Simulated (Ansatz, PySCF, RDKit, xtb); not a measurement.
# Isomers of GeH2S2, a sample narrowed down, part 2 of 2

A sample of isomers of GeH2S2 is drawn. Aim: find which of them has the lowest free energy at 298.15 K, then its properties. The sample is small against all isomers, and the most stable one of this formula need not be in it. One structure proposed beforehand is put among the starts (marked given), to see whether the search confirms or beats it.

xtb, Ansatz and PySCF; isolated molecules. The steps go on from the part before.

### 12 The ranking

Energies in kcal/mol from c530a; G adds the thermal terms to the CCSD(T)/def2-TZVP energy. The columns left of the relaxed level are at the tight-binding geometries.

| label | SMILES | spin | GFN2-xTB | HF/STO-3G | r2SCAN-D4/def2-SVP | PBE0-D4/def2-SVP | HF/def2-TZVP | MP2/def2-TZVP | CCSD(T)/def2-TZVP | G | share at equilibrium | T1 |
| --- | --- | --- | --- | --- | --- | --- | --- | --- | --- | --- | --- | --- |
| c530a | [SH][Ge][SH] | singlet | 0.0 | 0.0 | 0.0 | 0.0 | 0.0 | 0.0 | 0.0 | 0.0 | 100.0 % | 0.015 |
| c978a | [S]1[SH][GeH]1 ‡ | singlet | 24.7 | 27.8 | 34.9 | 33.6 | 35.4 | 30.0 | 30.5 | 30.1 | < 0.1 % | 0.014 |

‡ marks the bonded skeleton alone, with all bonds drawn single: no Lewis structure was assigned that passes a check against the bond lengths.

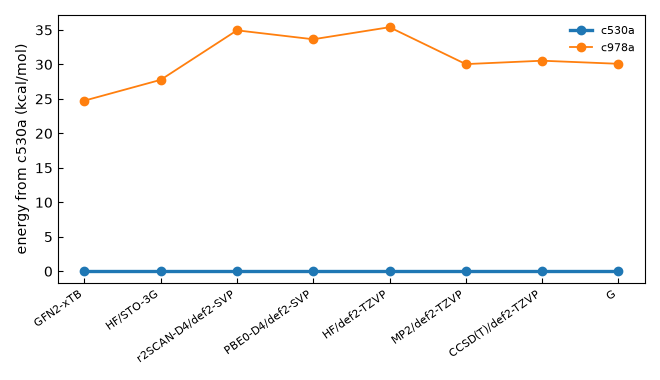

The finalists at each level, measured from c530a.

Lowest found: c530a, `[SH][Ge][SH]`, a singlet of point group C2v. Bond lengths: Ge1–S2 2.252 Å, Ge1–S3 2.252 Å, S2–H4 1.351 Å, S3–H5 1.351 Å. Angles: S2–Ge1–S3 102.5°, Ge1–S2–H4 101.0°, Ge1–S3–H5 101.0°.

```xyz
5

Ge    0.3094    1.4073   -0.6916
S    -1.4634    0.0494   -0.9831
S     1.5568    0.2695    0.7987
H    -1.1474   -0.9697   -0.1535
H     0.7944   -0.8302    0.9880
```

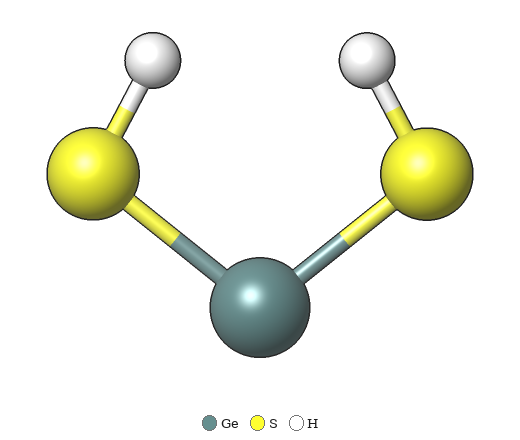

The lowest structure found, seen from a chosen angle (germanium teal, sulfur yellow, hydrogen white).

### 13 Density, orbitals and dipole (PBE0/def2-TZVPD)

File input.yaml:

```yaml
crystal:
  periodic: [false, false, false]
  atoms:
    - {symbol: Ge, position_ang: [0.309386, 1.407288, -0.691590]}
    - {symbol: S, position_ang: [-1.463382, 0.049353, -0.983063]}
    - {symbol: S, position_ang: [1.556814, 0.269479, 0.798686]}
    - {symbol: H, position_ang: [-1.147390, -0.969659, -0.153535]}
    - {symbol: H, position_ang: [0.794372, -0.830162, 0.988002]}
basis:
  gaussian: {orbitals: def2-TZVPD}
total_charge: 0
hamiltonian: {xc: {name: PBE0}}
output: {forces: true, orbitals: {seedname: orbitals}}
```

Launch:

```
$ ansatz run input.yaml --threads 2 --pin off --max-ram 5220MiB --events-out events.jsonl --progress --plain --runs-dir runs
```

What it wrote, cut to the lines that bear on the results:

```text
Warning: RAYON_NUM_THREADS=2 ignored (pool sized by the plan → 2); use --threads N
Functional definition: PBE0
  name "PBE0"
[...]
1158 factors; their error is unknown
[...]
mean field -78209.04902713 eV, -2874.1295397497 hartree, gradient 5.6e-5 eV, S^2 0.000000; 0 other end points of the search recorded, 0 dependent functions left out
[...]
reference -78209.04907165 eV, -2874.1295413858 hartree; 33, 33 occupied and 131, 131 virtual orbitals, 1158 factors
Total energy: -78209.04907165 eV, -2874.1295413858 hartree
Atom 0 at     0.309386     1.407288    -0.691590 Å, force    -0.029792    -0.142020     0.067866 eV/Å
Atom 1 at    -1.463382     0.049353    -0.983063 Å, force     0.084848    -0.094765     0.113338 eV/Å
Atom 2 at     1.556814     0.269479     0.798686 Å, force    -0.128385    -0.110916    -0.013545 eV/Å
Atom 3 at    -1.147390    -0.969659    -0.153535 Å, force    -0.036332     0.168098    -0.127568 eV/Å
Atom 4 at     0.794372    -0.830162     0.988002 Å, force     0.109660     0.179602    -0.040092 eV/Å
Dipole moment:    -0.015433    -0.072943     0.035157 e Å
```

It took 3.3 s on 2 threads of Intel Xeon 6975P-C (Granite Rapids), shared host.

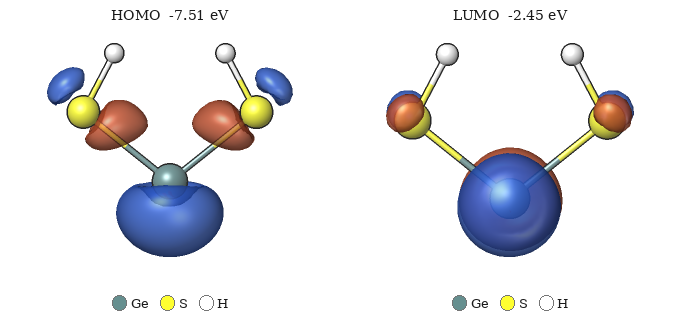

Frontier orbitals of this run, surfaces at ±0.2 Å^-3/2.

### 14 Frequencies after a tight-binding relaxation (GFN2-xTB)

File start.xyz:

```xyz
5
c530a
Ge     0.309386     1.407288    -0.691590
S     -1.463382     0.049353    -0.983063
S      1.556814     0.269479     0.798686
H     -1.147390    -0.969659    -0.153535
H      0.794372    -0.830162     0.988002
```

Launch:

```
$ xtb start.xyz --gfn 2 --ohess tight
```

What it wrote, cut to the lines that bear on the results:

```text
* xtb version 6.7.1
[...]
          :  # basis functions                  32          :
[...]
          :  # electrons                        18          :
[...]
          :  Hamiltonian                  GFN2-xTB          :
[...]
          :  net charge                          0          :
          :  unpaired electrons                  0          :
[...]
   *** convergence criteria satisfied after 14 iterations ***
[...]
   *** GEOMETRY OPTIMIZATION CONVERGED AFTER 7 ITERATIONS ***
[...]
   *** convergence criteria satisfied after 3 iterations ***
[...]
         ::                     SUMMARY                     ::
         :::::::::::::::::::::::::::::::::::::::::::::::::::::
         :: total energy              -9.522245286176 Eh    ::
         :: gradient norm              0.000051283970 Eh/a0 ::
         :: HOMO-LUMO gap              3.141290523731 eV    ::
         ::.................................................::
         :: SCC energy                -9.548036324753 Eh    ::
         :: -> isotropic ES           -0.003606488903 Eh    ::
         :: -> anisotropic ES          0.001112265698 Eh    ::
         :: -> anisotropic XC          0.001810968014 Eh    ::
         :: -> dispersion             -0.003677400902 Eh    ::
         :: repulsion energy           0.025791038577 Eh    ::
         :: add. restraining           0.000000000000 Eh    ::
         :: total charge               0.000000000000 e     ::
         :::::::::::::::::::::::::::::::::::::::::::::::::::::
[...]
         9        2.0000           -0.3962432             -10.7823 (HOMO)
        10                         -0.2808029              -7.6410 (LUMO)
[...]
     #   Z          covCN         q      C6AA      α(0)
Molecule has the following symmetry elements: (C2) 2*(sigma)
It seems to be the C2v point group
     1  32 Ge       1.764     0.345   247.389    32.873
     2  16 S        1.806    -0.356   156.627    21.065
     3  16 S        1.806    -0.356   156.627    21.065
     4   1 H        0.923     0.183     1.187     1.703
     5   1 H        0.923     0.183     1.187     1.703
[...]
          | TOTAL ENERGY               -9.522245286176 Eh   |
          | TOTAL ENTHALPY             -9.499175053547 Eh   |
          | TOTAL FREE ENERGY          -9.535737584578 Eh   |
          | GRADIENT NORM               0.000051286336 Eh/α |
[...]
```

It took 0.091 s on 2 threads of Intel Xeon 6975P-C (Granite Rapids), shared host.

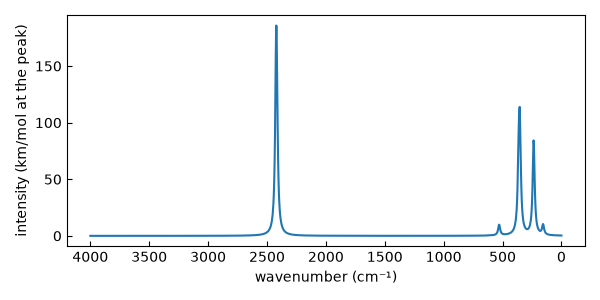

Harmonic infrared spectrum, unscaled, lines broadened by 10 cm⁻¹.

### 15 Electronic excitations (TD-CAM-B3LYP/def2-SVPD)

An in-house driver calls PySCF's response routines at TD-CAM-B3LYP/def2-SVPD; it has no typed input.

What it wrote:

```text
coarse grid: 24992 points
cycle   1  E = -2874.2210138974  dE = -6.047e-01  |g| = 4.698e-01  |ddm| = 2.257e+00
cycle   2  E = -2874.2210499714  dE = -3.607e-05  |g| = 5.275e-01  |ddm| = 1.168e+00
cycle   3  E = -2874.2754703815  dE = -5.442e-02  |g| = 3.137e-02  |ddm| = 6.022e-01
cycle   4  E = -2874.2758102109  dE = -3.398e-04  |g| = 1.263e-02  |ddm| = 6.357e-02
cycle   5  E = -2874.2758810069  dE = -7.080e-05  |g| = 1.987e-03  |ddm| = 2.396e-02
cycle   6  E = -2874.2758844446  dE = -3.438e-06  |g| = 4.828e-04  |ddm| = 8.175e-03
final grid: 47280 points
cycle   7  E = -2874.2758766712  dE = -1.891e-07  |g| = 3.278e-04  |ddm| = 2.230e-03
cycle   8  E = -2874.2758767012  dE = -3.004e-08  |g| = 2.632e-04  |ddm| = 8.814e-04
cycle   9  E = -2874.2758767255  dE = -2.432e-08  |g| = 4.962e-05  |ddm| = 4.184e-04
cycle  10  E = -2874.2758767274  dE = -1.826e-09  |g| = 3.271e-05  |ddm| = 1.396e-04
cycle  11  E = -2874.2758767279  dE = -5.730e-10  |g| = 3.604e-06  |ddm| = 1.159e-04
converged SCF energy = -2874.2758767279

Static polarisability (au): isotropic 78.744, principal 58.100 79.460 98.672

Singlet excitations
state   eV       nm        f      main configurations
  1   3.8949    318.3   0.01781   H->L 0.99
  2   4.4715    277.3   0.05450   H-1->L 0.95
  3   4.9563    250.2   0.00000   H-3->L 0.89, H-2->L 0.10
  4   5.3190    233.1   0.00204   H-2->L 0.66, H->L+1 0.22
  5   5.4837    226.1   0.00000   H-1->L+1 0.94
  6   5.9568    208.1   0.09068   H->L+1 0.74, H-2->L 0.17
  7   6.0736    204.1   0.02123   H-1->L+2 0.82, H-2->L+1 0.11
  8   6.2406    198.7   0.13351   H->L+2 0.77, H-3->L+1 0.17

Triplet excitations (Tamm-Dancoff, eV): 2.8024 3.6798 4.4060
```

It took 4.8 s on 2 threads of Intel Xeon 6975P-C (Granite Rapids), shared host.

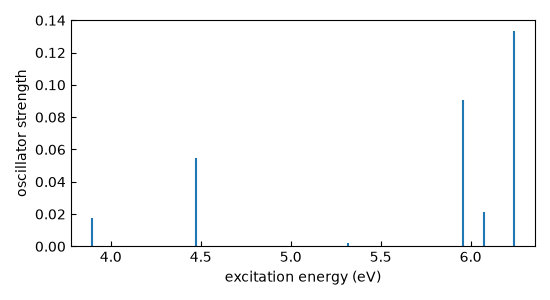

Vertical excitations as sticks.

The roots found:

| excited state | energy (eV) | strength |
| --- | --- | --- |
| 1 | 3.895 | 0.0178 |
| 2 | 4.471 | 0.0545 |
| 3 | 4.956 | 0.0000 |
| 4 | 5.319 | 0.0020 |
| 5 | 5.484 | 0.0000 |
| 6 | 5.957 | 0.0907 |
| 7 | 6.074 | 0.0212 |
| 8 | 6.241 | 0.1335 |

### 16 NMR shieldings (GIAO PBE0/pcSseg-1)

An in-house driver calls PySCF's response routines at GIAO PBE0/pcSseg-1; it has no typed input.

What it wrote:

```text
coarse grid: 24992 points
cycle   1  E = -2873.7657493076  dE = -5.948e-01  |g| = 8.734e-01  |ddm| = 2.297e+00
cycle   2  E = -2873.6769494694  dE =  8.880e-02  |g| = 1.029e+00  |ddm| = 1.484e+00
cycle   3  E = -2873.8363218666  dE = -1.594e-01  |g| = 1.460e-01  |ddm| = 1.056e+00
cycle   4  E = -2873.8426728256  dE = -6.351e-03  |g| = 4.055e-02  |ddm| = 2.588e-01
cycle   5  E = -2873.8432753377  dE = -6.025e-04  |g| = 2.747e-03  |ddm| = 5.410e-02
cycle   6  E = -2873.8432773087  dE = -1.971e-06  |g| = 3.212e-04  |ddm| = 4.425e-03
final grid: 47280 points
cycle   7  E = -2873.8433189407  dE = -5.573e-08  |g| = 3.345e-04  |ddm| = 1.239e-03
cycle   8  E = -2873.8433189242  dE =  1.651e-08  |g| = 4.458e-04  |ddm| = 9.690e-04
cycle   9  E = -2873.8433189733  dE = -4.910e-08  |g| = 5.017e-05  |ddm| = 5.198e-04
cycle  10  E = -2873.8433189740  dE = -6.485e-10  |g| = 6.387e-06  |ddm| = 6.380e-05
converged SCF energy = -2873.8433189740

GIAO shielding tensors (ppm)
atom      isotropic    diamagn.    paramagn.     s11        s22        s33       span
  0 Ge     524.918    2753.610   -2228.692   -473.599    637.924   1410.429   1884.029
  1 S      284.213    1057.103    -772.890   -190.599    414.705    628.534    819.133
  2 S      284.214    1057.101    -772.887   -190.568    414.668    628.541    819.109
  3 H       26.595      30.388      -3.794     22.772     23.434     33.577     10.805
  4 H       26.595      30.386      -3.792     22.773     23.433     33.578     10.805
```

Wall time 3.3 s (2 threads of Intel Xeon 6975P-C (Granite Rapids), shared host); peak memory 0.5 GiB.

Isotropic shieldings, averaged over atoms that the bond graph makes equivalent (absolute, not shifts):

| atoms | shielding (ppm) |
| --- | --- |
| Ge1 | 524.9 |
| S2, S3 | 284.2 |
| H4, H5 | 26.59 |

### 17 The cation at the same geometry (PBE0/def2-TZVPD)

File input.yaml:

```yaml
crystal:
  periodic: [false, false, false]
  atoms:
    - symbol: Ge
      position_ang: [0.309386, 1.407288, -0.691590]
    - symbol: S
      position_ang: [-1.463382, 0.049353, -0.983063]
    - symbol: S
      position_ang: [1.556814, 0.269479, 0.798686]
    - symbol: H
      position_ang: [-1.147390, -0.969659, -0.153535]
    - symbol: H
      position_ang: [0.794372, -0.830162, 0.988002]
basis:
  gaussian:
    orbitals: def2-TZVPD
total_charge: 1
magnetization:
  spin_polarized: true
  initial_magnetization: 1
hamiltonian:
  xc: {name: PBE0}
```

Launch:

```
$ ansatz run input.yaml --threads 2 --pin off --max-ram 5220MiB --events-out events.jsonl --progress --plain --runs-dir runs
```

What it wrote:

```text
Warning: RAYON_NUM_THREADS=2 ignored (pool sized by the plan → 2); use --threads N
[... 2 set-up lines as earlier in the session ...]
  parameter a = 0.25
  parameter kappa = 0.804
  parameter beta = 0.06672455060314922
  exchange = (1 - a)*pbe_x(kappa = kappa, mu = beta*pi^2/3) + a*exact_x
  correlation = pbe_c(beta = beta)
1158 factors; their error is unknown
mean field evaluation 1: about -78194.1537 eV, gradient 2.9e1 eV
mean field evaluation 2: about -78174.2221 eV, gradient 6.5e1 eV
mean field evaluation 4: about -78199.1977 eV, gradient 3.7e0 eV
mean field evaluation 8: about -78199.2662 eV, gradient 1.1e-1 eV
mean field evaluation 16: about -78199.5509 eV, gradient 2.8e-3 eV
mean field evaluation 32: about -78199.5509 eV, gradient 7.2e-5 eV
mean field evaluation 64: about -78199.5450 eV, gradient 7.2e-1 eV
mean field -78199.55093592 eV, -2873.7804913356 hartree, gradient 9.6e-6 eV, S^2 0.755729; 7 other end points of the search recorded, 0 dependent functions left out
reference -78199.55096741 eV, -2873.7804924929 hartree; 33, 32 occupied and 131, 132 virtual orbitals, 1158 factors
Total energy: -78199.55096741 eV, -2873.7804924929 hartree
```

Run time: 18 s. Hardware: 2 threads of Intel Xeon 6975P-C (Granite Rapids), shared host; peak memory 0.85 GiB.

Difference from the parent: 9.50 eV.

### 18 The anion at the same geometry (PBE0/def2-TZVPD)

input.yaml, as its differences from that of step 17:

```diff
@@ -16,3 +16,3 @@
     orbitals: def2-TZVPD
-total_charge: 1
+total_charge: -1
 magnetization:
@@ -22 +22,3 @@
   xc: {name: PBE0}
+scf:
+  lower_state_search: "off"
```

Launch:

```
$ ansatz run input.yaml --threads 2 --pin off --max-ram 5220MiB --events-out events.jsonl --progress --plain --runs-dir runs
```

What it wrote, cut to the lines that bear on the results:

```text
Warning: RAYON_NUM_THREADS=2 ignored (pool sized by the plan → 2); use --threads N
[... 2 set-up lines as earlier in the session ...]
[...]
1158 factors; their error is unknown
[...]
mean field -78209.77014196 eV, -2874.1560402308 hartree, gradient 3.5e-6 eV, S^2 0.755717; 0 other end points of the search recorded, 0 dependent functions left out
reference -78209.77018273 eV, -2874.1560417291 hartree; 34, 33 occupied and 130, 131 virtual orbitals, 1158 factors
Total energy: -78209.77018273 eV, -2874.1560417291 hartree
Checks for a lower state left out: stability, starts, cluster_reference, orbital_swaps, neighbouring_geometries, increment
```

Wall time 2.6 s (2 threads of Intel Xeon 6975P-C (Granite Rapids), shared host); peak memory 0.53 GiB.

Parent less the species with the added electron: 0.72 eV.

### 19 The triplet at the same geometry (PBE0/def2-TZVPD)

File input.yaml:

```yaml
basis:
  gaussian: {orbitals: def2-TZVPD}
crystal:
  periodic: [false, false, false]
  atoms:
    - symbol: Ge
      position_ang: [0.309386, 1.407288, -0.691590]
    - symbol: S
      position_ang: [-1.463382, 0.049353, -0.983063]
    - symbol: S
      position_ang: [1.556814, 0.269479, 0.798686]
    - symbol: H
      position_ang: [-1.147390, -0.969659, -0.153535]
    - symbol: H
      position_ang: [0.794372, -0.830162, 0.988002]
magnetization: {spin_polarized: true, initial_magnetization: 2}
hamiltonian: {xc: pbe0}
```

Launch:

```
$ ansatz run input.yaml --threads 2 --pin off --max-ram 5220MiB --events-out events.jsonl --progress --plain --runs-dir runs
```

What it wrote, cut to the lines that bear on the results:

```text
Warning: RAYON_NUM_THREADS=2 ignored (pool sized by the plan → 2); use --threads N
[... 7 set-up lines as earlier in the session ...]
1158 factors; their error is unknown
mean field evaluation 1: about -78204.6062 eV, gradient 1.7e1 eV
mean field evaluation 2: about -78203.8631 eV, gradient 2.2e1 eV
mean field evaluation 4: about -78205.9900 eV, gradient 1.1e0 eV
mean field evaluation 8: about -78206.2822 eV, gradient 1.4e-1 eV
mean field evaluation 16: about -78206.2823 eV, gradient 4.3e-4 eV
mean field evaluation 32: about -78206.1330 eV, gradient 1.4e0 eV
mean field -78206.28229601 eV, -2874.0278642562 hartree, gradient 1.6e-5 eV, S^2 2.003533; 4 other end points of the search recorded, 0 dependent functions left out
reference -78206.28233751 eV, -2874.0278657815 hartree; 34, 32 occupied and 130, 132 virtual orbitals, 1158 factors
Total energy: -78206.28233751 eV, -2874.0278657815 hartree
```

Run time: 7.2 s. Hardware: 2 threads of Intel Xeon 6975P-C (Granite Rapids), shared host; peak memory 0.6 GiB.

It lies 2.77 eV above the singlet.

### 20 Stability of the closed-shell solution (PBE0/def2-SVP)

File run.py:

```python
from pyscf import gto, dft

mol = gto.M(
    atom=[
    ('Ge', (0.309386, 1.407288, -0.691590)),
    ('S', (-1.463382, 0.049353, -0.983063)),
    ('S', (1.556814, 0.269479, 0.798686)),
    ('H', (-1.147390, -0.969659, -0.153535)),
    ('H', (0.794372, -0.830162, 0.988002)),
],
    basis='def2-svp',
    spin=0,
    verbose=3,
    max_memory=3720,
    charge=0,
)

mf = dft.RKS(mol)
mf.xc = 'pbe0'
mf = mf.density_fit(auxbasis='def2-universal-jkfit')
mf.max_cycle = 100
mf.grids.level = 3
mf.kernel()
if not mf.converged:
    mf = mf.newton().run(mf.mo_coeff, mf.mo_occ)

e_tot = mf.e_tot
print('Final energy', e_tot)
mo_i, mo_e, stable_i, stable_e = mf.stability(internal=True, external=True, return_status=True)
print('stable: internal', stable_i, 'external', stable_e)
```

Launch:

```
$ OMP_NUM_THREADS=2 python run.py
```

What it wrote:

```text
converged SCF energy = -2873.58845315814
Final energy -2873.588453158144
<class 'pyscf.df.df_jk.DFRKS'> wavefunction is stable in the internal stability analysis
<class 'pyscf.df.df_jk.DFRKS'> wavefunction is stable in the real -> complex stability analysis
<class 'pyscf.df.df_jk.DFRKS'> wavefunction is stable in the RHF/RKS -> UHF/UKS stability analysis
stable: internal True external True
```

Run time: 24 s. Hardware: 2 threads of Intel Xeon 6975P-C (Granite Rapids), shared host.

### 21 What came out

This closing draws on all 2 parts.

| quantity | value |
| --- | --- |
| lowest structure found | [SH][Ge][SH], singlet, C2v |
| next finalist | [S]1[SH][GeH]1 ‡, singlet, 30.1 kcal/mol higher in G |
| share at equilibrium, among the finalists | 100.0 % |
| funnel | 3 starts, 3 minima at GFN2-xTB, 5 screening runs, 1 rescued, 3 relaxed, 2 ranked |
| CPU time of all runs | 5.5 min |
| harmonic wavenumbers, lowest and highest (PBE0-D4/def2-SVP) | 173 and 2708 cm⁻¹ |
| rotational constants, same geometry | 0.2244, 0.0841, 0.06117 cm⁻¹ |
| dipole moment (PBE0/def2-TZVPD) | 0.40 D |
| HOMO energy (PBE0/def2-TZVPD) | -7.51 eV |
| LUMO energy (PBE0/def2-TZVPD) | -2.45 eV |
| HOMO–LUMO gap (PBE0/def2-TZVPD) | 5.06 eV |
| lowest excitation (TD-CAM-B3LYP/def2-SVPD) | 3.89 eV (f = 0.018) |
| strongest of the states computed, same level | 6.24 eV (f = 0.134) |
| lowest triplet excitation, same level, Tamm-Dancoff | 2.80 eV |
| vertical ionisation energy | 9.50 eV |
| vertical electron affinity | 0.72 eV |
| vertical triplet less singlet | +2.77 eV |

The search ends on `[SH][Ge][SH]`. The margin of 30.1 kcal/mol over the next finalist is beyond the usual error of the last level; it says nothing of structures that weren't ranked. GFN2-xTB, HF/STO-3G, r2SCAN-D4/def2-SVP, PBE0-D4/def2-SVP, HF/def2-TZVP and MP2/def2-TZVP already put its bonding pattern lowest among the structures in one piece. The largest share of the time went into the vibrations (24 %). The structure proposed beforehand is the winner. Lowest found is not proven lowest: the search is finite, and each finalist counts with one conformer. Only 2 drawn patterns were tried, so whole families of isomers are missing, and the result ranks this sample alone.

‡ marks the bonded skeleton alone, with all bonds drawn single: no Lewis structure was assigned that passes a check against the bond lengths.
